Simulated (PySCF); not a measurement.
SMILES c1c(Cl)ccc(c1)C(C)C at its GFN2-xTB optimised geometry (Å):

```
21

C     -2.0334    -2.1490     1.2484
C     -1.1541    -2.0361     0.0011
C     -1.9951    -2.1706    -1.2704
C     -0.3875    -0.7366     0.0000
C     -1.0458     0.4881    -0.0020
C     -0.3435     1.6786    -0.0014
C      1.0412     1.6505     0.0002
Cl     1.9288     3.1368     0.0028
C      1.7212     0.4451     0.0000
C      1.0016    -0.7366     0.0000
H     -2.8000    -1.3785     1.2531
H     -2.5233    -3.1198     1.2752
H     -1.4312    -2.0394     2.1476
H     -0.4301    -2.8582     0.0192
H     -1.3635    -2.0898    -2.1526
H     -2.4949    -3.1368    -1.2891
H     -2.7520    -1.3917    -1.3178
H     -2.1247     0.5215    -0.0037
H     -0.8644     2.6235    -0.0020
H      2.8000     0.4318     0.0003
H      1.5352    -1.6762     0.0002
```

Calculation: PBE/def2-SVP in PySCF. Cells within 0.4 Å of a nucleus heavier than hydrogen are left out (blank, or x).

Map of the deformation density (molecule minus spherical neutral atoms) (e/bohr³) on the plane z = 1.2 Å:

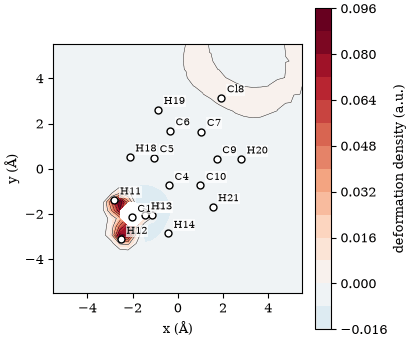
Figure: Deformation density (molecule minus spherical neutral atoms) (e/bohr³) on the plane z = 1.2 Å.
